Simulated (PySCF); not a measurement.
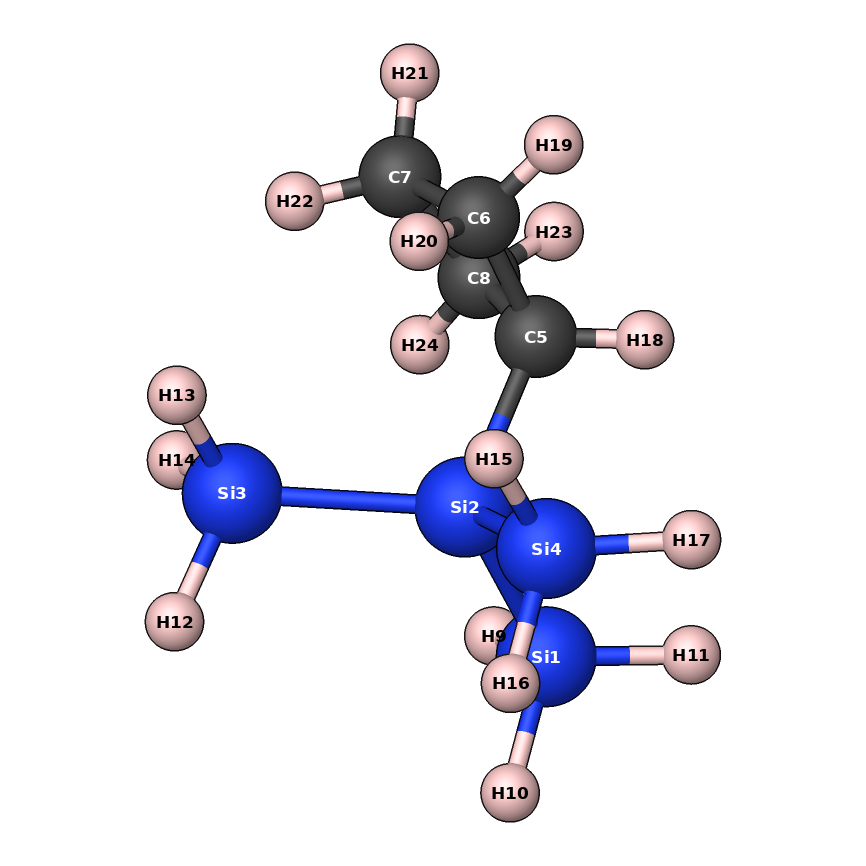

Every bond is drawn as one stick. Computed geometry: GFN2-xTB optimisation. No frequency run is at hand to confirm it as a minimum. Method: PBE0/pcSseg-1 (PySCF 2.14.0).

List the Mayer bond orders of Si2–Si3, Si1–Si2, Si2–C5, C5–C6, C6–C7 (bonds between heavy atoms, one of each equivalent set).

```csv
bond,Mayer order,length (Å)
Si2–Si3,0.89,2.345
Si1–Si2,0.90,2.342
Si2–C5,0.84,1.924
C5–C6,1.01,1.539
C6–C7,1.05,1.534
```

The geometry is semi-empirical. Around Si such bond lengths and angles can be off by a tenth of an ångström or more and by several degrees, and values that hang on the shape move with them.
